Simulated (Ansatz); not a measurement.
BrFH2O2Si···H2

```xyz
9

Si    0.1908    0.5573   -0.7226
H     0.4285   -0.9794    2.7633
O     1.7280    0.1381   -1.1420
H     1.9203   -0.8136   -1.0598
F    -0.8130    0.5024   -2.0038
O    -0.3476   -0.5202    0.4199
H    -1.2744   -0.4314    0.7057
Br    0.1946    2.6556   -0.0282
H     0.5582   -1.1255    3.5085
```

Method: RKS PBE/def2-SVP (Ansatz 0.2.0).

Q: What can the converged electron density and electron localisation function tell about the bonding?

A: Si–O (1.65 Å): ρ at the midpoint is about 1.1 e/Å³; the ELF peaks at about 0.85 between the atoms; a shared but strongly polarised pair.
O–H (0.97 Å): ρ at the midpoint is about 3.6 e/Å³; the ELF climbs to about 1 towards the hydrogen, as it does in any bond to H: a covalent bond by its length.

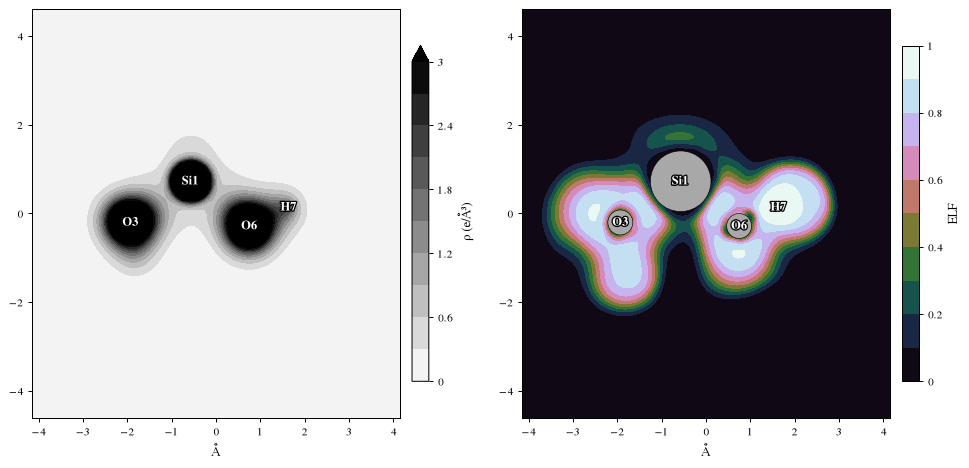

Computed electron density and electron localisation function on the plane of atoms O3, Si1 and O6, in this order. Grey discs cover the atomic cores in the ELF map. 
